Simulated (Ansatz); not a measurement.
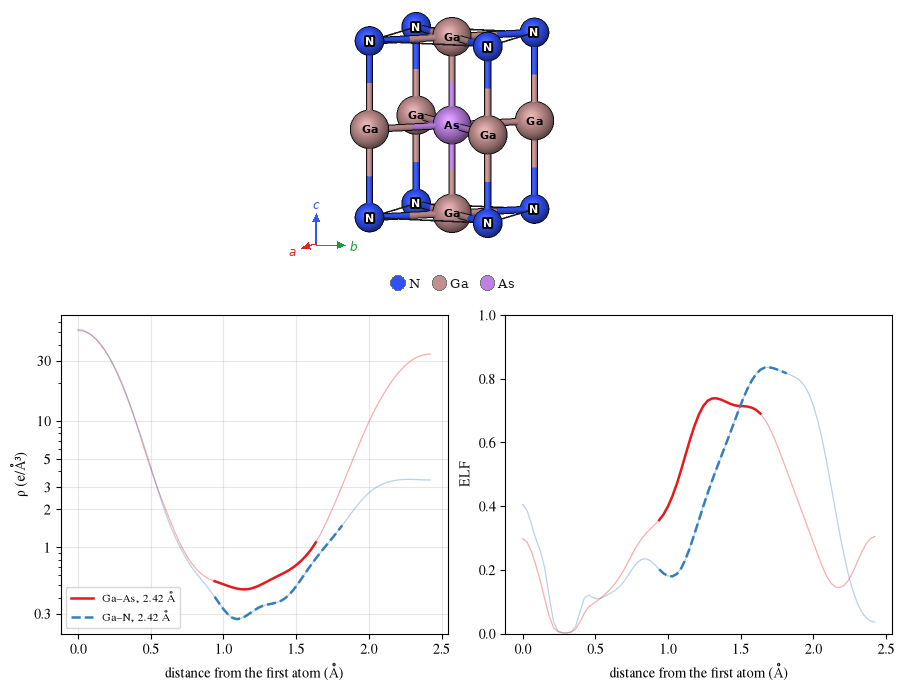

Ga₂AsN. Valence pseudo-density and ELF along straight lines between neighbouring atoms. Thin, pale parts lie inside the atomic spheres. The structure is drawn too.

Space group P4/mmm; started from the ordered alloy on rocksalt lattice prototype, which need not be the ambient phase.

Computed with DFT, r2SCAN, plane waves, PAW in Ansatz 0.2.0.

Core electrons are frozen (PAW), and the valence fields are smoothed inside the atomic spheres.

```
CELL_PARAMETERS angstrom
3.46390 0.00000 0.00000
0.00000 3.46390 0.00000
0.00000 0.00000 4.84503
ATOMIC_POSITIONS crystal
N 0.00000 0.00000 0.00000
Ga 0.00000 0.00000 0.50000
As 0.50000 0.50000 0.50000
Ga 0.50000 0.50000 0.00000
```

What can be read from the curves?

Ga–As (2.42 Å): the density is about 0.48 e/Å³ at the midpoint; the ELF peaks at about 0.75 between the atoms.
Ga–N (2.42 Å): the density is about 0.32 e/Å³ at the midpoint, with its minimum of 0.27 e/Å³ about 1.1 Å from Ga; the ELF peaks at about 0.85 in the valence shell of N, 0.7 Å from its nucleus, and drops to about 0.20 between the two atoms; no shared electron pair shows on this line.
